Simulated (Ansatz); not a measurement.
**InH2F (SMILES [H][In]([H])[F]): BLYP/STO-3G**

Aim: the vertical singlet–triplet gap of InH2F at BLYP/STO-3G, from 2 runs. 

The calculation is run with Ansatz 0.2.0.

58 further runs of the same task are left out: 2 that didn't finish, 56 set aside as unsound or not needed.

## Step 1: Starting point

The species is InH2F (4 atoms), meant as a singlet with charge 0. As SMILES, `[H][In]([H])[F]`. The shape comes from GFN2-xTB, which is rough for such elements, and wasn't checked as a minimum.

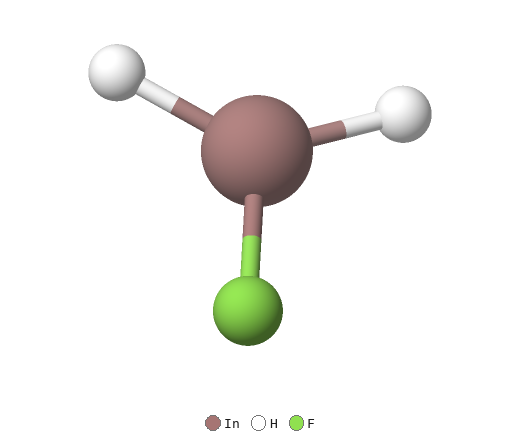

The structure, seen from a chosen angle (indium brown, hydrogen white, fluorine green).

## Step 2: The energy at BLYP/STO-3G

The input, in.yaml:

```yaml
basis:
  gaussian:
    orbitals: STO-3G
crystal:
  periodic: [false, false, false]
  atoms:
    - {symbol: In, position_ang: [0.069180, 0.117330, -0.000190]}
    - {symbol: H, position_ang: [1.751200, -0.073770, 0.013580]}
    - {symbol: H, position_ang: [-0.891440, 1.509340, -0.018860]}
    - {symbol: F, position_ang: [-0.928940, -1.552910, 0.005460]}
hamiltonian:
  xc: {name: BLYP}
accuracy: high
```

On the command line:

```console
ansatz run in.yaml --threads 1 --pin off --max-ram 2610MiB --events-out events.jsonl --progress --plain --runs-dir runs
```

The log of the run:

```text
Warning: RAYON_NUM_THREADS=1 ignored (pool sized by the plan → 1); use --threads N
Functional definition: BLYP
  name "BLYP"
  parameter beta = 0.0042
  parameter a = 0.04918
  parameter b = 0.132
  parameter c = 0.2533
  parameter d = 0.349
  exchange = b88_x(beta = beta)
  correlation = lyp_c(a = a, b = b, c = c, d = d)
623 factors; integrals over basis functions are off by at most 4.0e-9 eV
mean field evaluation 1: about -157394.2458 eV, gradient 3.1e1 eV
mean field evaluation 2: about -157356.2384 eV, gradient 1.1e2 eV
mean field evaluation 4: about -157397.9896 eV, gradient 6.6e0 eV
mean field evaluation 8: about -157398.0831 eV, gradient 2.3e-1 eV
mean field evaluation 16: about -157398.0834 eV, gradient 8.4e-7 eV
mean field -157398.08342094 eV, -5784.2728774667 hartree, gradient 8.1e-8 eV, S^2 0.000000; 0 other end points of the search recorded, 0 dependent functions left out
reference -157398.08345474 eV, -5784.2728787088 hartree; 30, 30 occupied and 4, 4 virtual orbitals, 623 factors
Total energy: -157398.08345474 eV, -5784.2728787088 hartree
```

It took 1.4 s on 1 thread of Arm Neoverse V2, shared host; peak memory 0.099 GiB.

## Step 3: The triplet, same level

The input, job.yaml:

```yaml
basis:
  gaussian: {orbitals: STO-3G}
crystal:
  periodic: [false, false, false]
  atoms:
    - {symbol: In, position_ang: [0.069180, 0.117330, -0.000190]}
    - {symbol: H, position_ang: [1.751200, -0.073770, 0.013580]}
    - {symbol: H, position_ang: [-0.891440, 1.509340, -0.018860]}
    - {symbol: F, position_ang: [-0.928940, -1.552910, 0.005460]}
magnetization: {spin_polarized: true, initial_magnetization: 2}
hamiltonian: {xc: {name: BLYP}}
accuracy: high
```

On the command line:

```console
ansatz run job.yaml --threads 1 --pin off --max-ram 2610MiB --events-out events.jsonl --progress --plain --runs-dir runs
```

The log of the run, shortened:

```text
Warning: RAYON_NUM_THREADS=1 ignored (pool sized by the plan → 1); use --threads N
[... 9 set-up lines as earlier in the session ...]
623 factors; integrals over basis functions are off by at most 4.0e-9 eV
mean field evaluation 1: about -157382.0552 eV, gradient 3.8e1 eV
mean field evaluation 2: about -157345.2368 eV, gradient 7.6e1 eV
mean field evaluation 4: about -157387.0015 eV, gradient 2.7e1 eV
mean field evaluation 8: about -157394.3396 eV, gradient 2.3e-1 eV
mean field evaluation 16: about -157394.2826 eV, gradient 2.7e-3 eV
mean field evaluation 32: about -157392.2021 eV, gradient 7.2e0 eV
mean field -157394.28256314 eV, -5784.1331985188 hartree, gradient 5.0e-8 eV, S^2 2.000761; 2 other end points of the search recorded, 0 dependent functions left out
reference -157394.28259678 eV, -5784.1331997550 hartree; 31, 29 occupied and 3, 5 virtual orbitals, 623 factors
Total energy: -157394.28259678 eV, -5784.1331997550 hartree
```

It took 2.8 s on 1 thread of Arm Neoverse V2, shared host; peak memory 0.13 GiB.

## Step 4: What came out

At BLYP/STO-3G:

| quantity | value |
| --- | --- |
| singlet: total energy | -5784.27288 Eh |
| triplet: total energy | -5784.13320 Eh |
| triplet: ⟨S²⟩ | 2.001 |
| vertical energy of the triplet above the singlet | 3.801 eV |

At this shape the triplet lies 3.80 eV (367 kJ/mol) above the singlet. In a minimal basis such a difference can be off by several eV, whatever the method. Relativity is left out (singlet) although the molecule holds a heavy atom. Relativity is left out (triplet) although the molecule holds a heavy atom.
